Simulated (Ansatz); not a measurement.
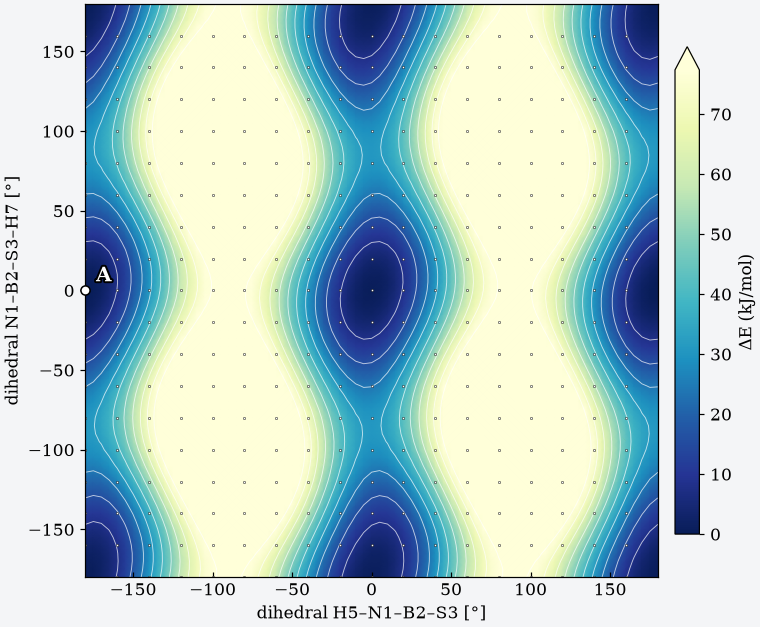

BClH3NS, SMILES NB(S)Cl. The first coordinate is: dihedral H5–N1–B2–S3; the second: dihedral N1–B2–S3–H7. Nothing is relaxed (all other coordinates rigid). Grid: 18 × 18 points; 298 points were computed and 26 follow by symmetry. Points are written as (first, second). Energies: kJ/mol, counted from the lowest grid point. Theory: RKS B3LYP-D4/def2-SVP (Ansatz 0.2.0).

In the figure: a smooth colour map with a few white contour lines, dots at the grid points, one colour for all values above the top of the scale, the point A. Between grid points the surface is interpolated.

Find the lowest pass out of the well at A.

The easiest path leads from the well at (−180°, 0°) to the well at (−180°, −180°), about 0.44 kJ/mol higher (on a rigid scan; wells that are mirror images or exchange like atoms can differ by this much). Its highest point lies about 31 kJ/mol above the bottom of the first well on the interpolated surface, at about (180°, −85°). The start is the relaxed structure and all else is held, so a fully relaxed path at this level can only be lower.

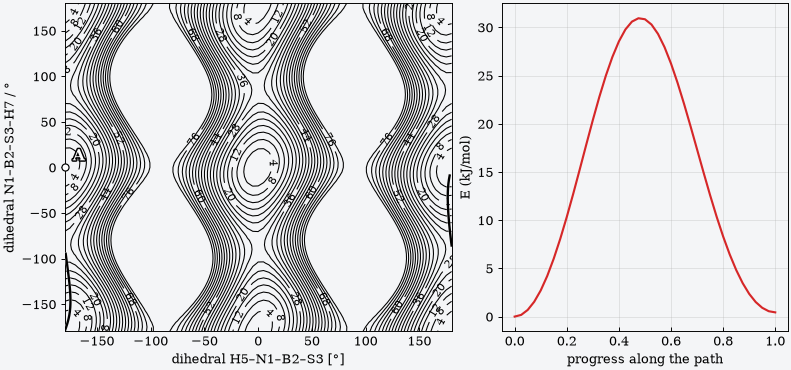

The picture shows contour lines labelled in kJ/mol (none above 80), a line along the lowest path, the energy along the path at the right. Between grid points the surface is interpolated.
